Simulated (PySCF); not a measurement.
# One shape, several levels: C3H6ClGa (SMILES C=C[CH2][GaH][Cl])

Wanted: a comparison of 3 runs (HF/STO-3G, B3LYP/6-31G*, PBE/def2-TZVP) of C3H6ClGa. The job is set up through a Python script.

The results are computed with PySCF 2.14.0.

1 further run of the same task is left out (set aside as unsound or not needed).

## (1) The molecule

The species is C3H6ClGa (11 atoms), meant as a singlet with charge 0. As SMILES, `C=C[CH2][GaH][Cl]`. The coordinates come from a PBE0-D4/def2-TZVP relaxation. This is one conformer, not always the lowest.

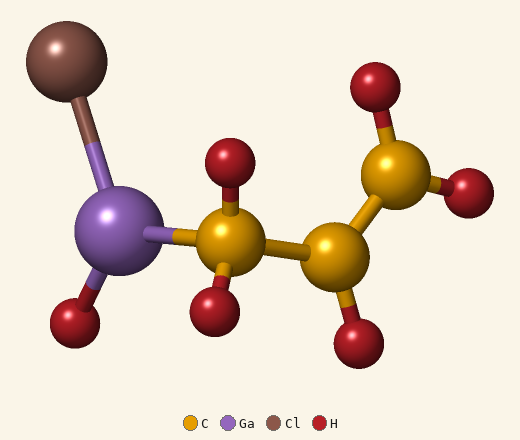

Viewed from a chosen angle; carbon amber, gallium purple, chlorine brown, hydrogen red.

## (2) Energy and gradient at HF/STO-3G (run 1)

Input file run.py:

```python
from pyscf import gto

mol = gto.Mole()
mol.atom = '''
C     -1.368600     0.674100    -0.778700
C     -0.582800    -0.401200    -0.725400
C      0.890100    -0.387400    -0.507100
Ga     0.934400    -0.311000     1.462300
Cl     1.332100     1.654600     2.261900
H     -0.963200     1.679400    -0.715000
H     -2.440500     0.579400    -0.900200
H     -1.049100    -1.383100    -0.784700
H      1.364800     0.513400    -0.896200
H      1.381100    -1.273200    -0.908200
H      0.567300    -1.402000     2.512000
'''
mol.basis = 'sto-3g'
mol.max_memory = 1860
mol.charge = 0
mol.verbose = 4
mol.build()

hf = mol.RHF()
hf.conv_tol = 1e-10
hf.kernel()
if not hf.converged:
    hf = hf.newton().run(hf.mo_coeff, hf.mo_occ)

e_final = hf.e_tot
print('E(%s) = %.9f' % ('HF', e_final))
grad = hf.nuc_grad_method().kernel()
hf.analyze()
```

Started as:

```sh
$ OMP_NUM_THREADS=1 python run.py
```

Output:

```text
PySCF version 2.14.0

[... 94 lines left out ...]
Two-electron Energy =                 1386.821019571207671
[... 6 lines left out ...]
MO #3   energy= -46.6946065886004  occ= 2
[... 4 lines left out ...]
MO #8   energy= -11.0181236616569  occ= 2
[... 4 lines left out ...]
MO #13  energy= -7.74688809936489  occ= 2
[... 4 lines left out ...]
MO #18  energy= -1.03046525177032  occ= 2
[... 4 lines left out ...]
MO #23  energy= -0.556923174406243 occ= 2
[... 4 lines left out ...]
MO #28  energy= -0.413913775681768 occ= 2
[... 4 lines left out ...]
MO #33  energy= -0.32715596166463  occ= 2
[... 4 lines left out ...]
MO #38  energy= 0.301911525404466  occ= 0
[... 4 lines left out ...]
MO #43  energy= 0.677590209046694  occ= 0
[... 4 lines left out ...]
MO #48  energy= 1.01108700167365   occ= 0
[... 23 lines left out ...]
pop of  3 Ga 2pz          2.00000
pop of  3 Ga 3px          1.99879
pop of  3 Ga 3py          1.99881
pop of  3 Ga 3pz          1.99898
pop of  3 Ga 4px          0.20930
pop of  3 Ga 4py          0.65729
pop of  3 Ga 4pz          0.78789
pop of  3 Ga 3dxy         1.98022
pop of  3 Ga 3dyz         1.95248
pop of  3 Ga 3dz^2        1.91491
pop of  3 Ga 3dxz         1.99325
pop of  3 Ga 3dx2-y2      1.94167
pop of  4 Cl 1s           2.00000
pop of  4 Cl 2s           1.99986
pop of  4 Cl 3s           1.90437
pop of  4 Cl 2px          1.99996
pop of  4 Cl 2py          1.99973
pop of  4 Cl 2pz          1.99993
pop of  4 Cl 3px          1.89235
pop of  4 Cl 3py          1.58097
pop of  4 Cl 3pz          1.90563
pop of  5 H 1s            0.96235
pop of  6 H 1s            0.96199
pop of  7 H 1s            0.96590
pop of  8 H 1s            0.95658
pop of  9 H 1s            0.96020
pop of  10 H 1s           1.07326
 ** Mulliken atomic charges  **
charge of    0C =     -0.10642
charge of    1C =     -0.01376
charge of    2C =     -0.16538
charge of    3Ga =      0.44861
charge of    4Cl =     -0.28279
charge of    5H =      0.03765
charge of    6H =      0.03801
charge of    7H =      0.03410
charge of    8H =      0.04342
charge of    9H =      0.03980
charge of   10H =     -0.07326
Dipole moment(X, Y, Z, Debye): -0.45923, -2.60063, -1.22466
```

It took 9.9 s on 1 thread of Intel Xeon at 2.50GHz (Skylake/Cascade Lake), shared host; peak memory 0.12 GiB.

## (3) Energy and gradient at B3LYP/6-31G(d) (spherical functions) (run 2)

Input file mol.xyz:

```xyz
11

C     -1.368600     0.674100    -0.778700
C     -0.582800    -0.401200    -0.725400
C      0.890100    -0.387400    -0.507100
Ga     0.934400    -0.311000     1.462300
Cl     1.332100     1.654600     2.261900
H     -0.963200     1.679400    -0.715000
H     -2.440500     0.579400    -0.900200
H     -1.049100    -1.383100    -0.784700
H      1.364800     0.513400    -0.896200
H      1.381100    -1.273200    -0.908200
H      0.567300    -1.402000     2.512000
```

Input file run.py:

```python
# C=C[CH2][GaH][Cl]
from pyscf import gto, dft

system = gto.M(
    atom='mol.xyz',
    verbose=4,
    basis='6-31g*',
    max_memory=1860,
)

ks = dft.RKS(system, xc='b3lyp')
ks.conv_tol = 1e-10
ks.grids.level = 5
ks.kernel()
if not ks.converged:
    ks = ks.newton().run(ks.mo_coeff, ks.mo_occ)

e_final = ks.e_tot
print(f'total energy: {e_final:.8f} hartree')
grad = ks.nuc_grad_method().kernel()
ks.analyze()
```

Started as:

```sh
$ OMP_NUM_THREADS=1 python run.py
```

Output:

```text
PySCF version 2.14.0

[... 82 lines left out ...]
total energy: -2502.77262763 hartree
[... 24 lines left out ...]
MO #4   energy= -40.7291051010986  occ= 2
[... 9 lines left out ...]
MO #14  energy= -5.54207454423046  occ= 2
[... 9 lines left out ...]
MO #24  energy= -0.780414151540175 occ= 2
[... 9 lines left out ...]
MO #34  energy= -0.313541044176056 occ= 2
[... 9 lines left out ...]
MO #44  energy= 0.120860728391321  occ= 0
[... 9 lines left out ...]
MO #54  energy= 0.387858638203405  occ= 0
[... 9 lines left out ...]
MO #64  energy= 0.632944227172043  occ= 0
[... 9 lines left out ...]
MO #74  energy= 0.910278020363942  occ= 0
[... 9 lines left out ...]
MO #84  energy= 1.38831901131926   occ= 0
[... 9 lines left out ...]
MO #94  energy= 2.22369672514122   occ= 0
[... 9 lines left out ...]
MO #104 energy= 3.03783793662634   occ= 0
[... 79 lines left out ...]
pop of  4 Cl 4s           0.00301
pop of  4 Cl 2px          1.99995
pop of  4 Cl 2py          1.99993
pop of  4 Cl 2pz          1.99995
pop of  4 Cl 3px          1.86866
pop of  4 Cl 3py          1.66418
pop of  4 Cl 3pz          1.89717
pop of  4 Cl 4px          0.00029
pop of  4 Cl 4py          0.00260
pop of  4 Cl 4pz          0.00212
pop of  4 Cl 3dxy         0.00125
pop of  4 Cl 3dyz         0.00234
pop of  4 Cl 3dz^2        0.00087
pop of  4 Cl 3dxz         0.00026
pop of  4 Cl 3dx2-y2      0.00265
pop of  5 H 1s            0.87929
pop of  5 H 2s            0.00832
pop of  6 H 1s            0.87725
pop of  6 H 2s            0.00838
pop of  7 H 1s            0.88418
pop of  7 H 2s            0.00799
pop of  8 H 1s            0.86743
pop of  8 H 2s            0.00781
pop of  9 H 1s            0.87407
pop of  9 H 2s            0.00721
pop of  10 H 1s           1.04584
pop of  10 H 2s           0.00316
 ** Mulliken atomic charges  **
charge of    0C =     -0.24288
charge of    1C =     -0.07460
charge of    2C =     -0.37381
charge of    3Ga =      0.45638
charge of    4Cl =     -0.29417
charge of    5H =      0.11239
charge of    6H =      0.11438
charge of    7H =      0.10783
charge of    8H =      0.12476
charge of    9H =      0.11872
charge of   10H =     -0.04900
Dipole moment(X, Y, Z, Debye): -0.40029, -2.09529, -1.82752
```

It took 2.1 min on 1 thread of Intel Xeon at 2.50GHz (Skylake/Cascade Lake), shared host; peak memory 1 GiB.

## (4) Energy and gradient at PBE/def2-TZVP (run 3)

Input file calc.py:

```python
from pyscf import gto, dft

mol = gto.M(
    atom='''
C     -1.368600     0.674100    -0.778700
C     -0.582800    -0.401200    -0.725400
C      0.890100    -0.387400    -0.507100
Ga     0.934400    -0.311000     1.462300
Cl     1.332100     1.654600     2.261900
H     -0.963200     1.679400    -0.715000
H     -2.440500     0.579400    -0.900200
H     -1.049100    -1.383100    -0.784700
H      1.364800     0.513400    -0.896200
H      1.381100    -1.273200    -0.908200
H      0.567300    -1.402000     2.512000
''',
    verbose=3,
    max_memory=1860,
    basis='def2-tzvp',
)

calc0 = dft.RKS(mol, xc='pbe')
calc0.conv_tol = 1e-10
calc0.grids.level = 5
calc0.kernel()
if not calc0.converged:
    calc0 = calc0.newton().run(calc0.mo_coeff, calc0.mo_occ)

e_final = calc0.e_tot
print(f'total energy: {e_final:.8f} hartree')
grad = calc0.nuc_grad_method().kernel()
calc0.analyze()
```

Started as:

```sh
$ OMP_NUM_THREADS=1 python calc.py
```

Output:

```text
converged SCF energy = -2502.42035687973
[... 25 lines left out ...]
MO #16  energy= -3.60787598146872  occ= 2
[... 17 lines left out ...]
MO #34  energy= -0.278949562936775 occ= 2
[... 17 lines left out ...]
MO #52  energy= 0.186085606092466  occ= 0
[... 17 lines left out ...]
MO #70  energy= 0.408559130651025  occ= 0
[... 17 lines left out ...]
MO #88  energy= 0.786306703199242  occ= 0
[... 17 lines left out ...]
MO #106 energy= 1.16013573036244   occ= 0
[... 17 lines left out ...]
MO #124 energy= 1.72610836166239   occ= 0
[... 17 lines left out ...]
MO #142 energy= 2.15814840761802   occ= 0
[... 17 lines left out ...]
MO #160 energy= 2.5521917067337    occ= 0
[... 17 lines left out ...]
MO #178 energy= 3.16110457122626   occ= 0
[... 17 lines left out ...]
MO #196 energy= 4.03947385585436   occ= 0
[... 17 lines left out ...]
MO #214 energy= 24.7384439416068   occ= 0
[... 12 lines left out ...]
Dipole moment(X, Y, Z, Debye): -0.19117, -1.89711, -1.51187
```

Wall time 13 min (1 thread of Intel Xeon at 2.50GHz (Skylake/Cascade Lake), shared host); peak memory 1.8 GiB.

## (5) All runs side by side

| run | level | integration grid | energy (Eh) | dipole moment (D) | HOMO energy (eV) | LUMO energy (eV) | wall time |
| --- | --- | --- | --- | --- | --- | --- | --- |
| 1 | HF/STO-3G | – | -2471.187830 | 2.91 | -7.60 | 4.35 | 9.9 s |
| 2 | B3LYP/6-31G* (spherical functions) | 5 | -2502.772628 | 2.81 | -6.67 | -1.48 | 2.1 min |
| 3 | PBE/def2-TZVP | 5 | -2502.420357 | 2.43 | -6.02 | -2.16 | 13 min |

## (6) Outcome

| quantity | value |
| --- | --- |
| run 3: total energy | -2502.42036 Eh |
| run 3: dipole moment | 2.43 D |
| run 3: HOMO energy | -6.02 eV |
| run 3: LUMO energy | -2.16 eV |
| run 3: HOMO–LUMO gap | 3.85 eV |
| run 3: largest force on an atom | 0.398 eV/Å |

In words: The dipole moment (its size) runs from 2.43 D (PBE/def2-TZVP) to 2.91 D (HF/STO-3G). The two ends differ in method and basis. The HOMO–LUMO gap runs from 3.85 eV (PBE/def2-TZVP) to 11.95 eV (HF/STO-3G). Totals of different functionals can't be ranked against each other. In run 1 the basis is minimal, so the values are rough. All runs together took 15 min, the longest 13 min.
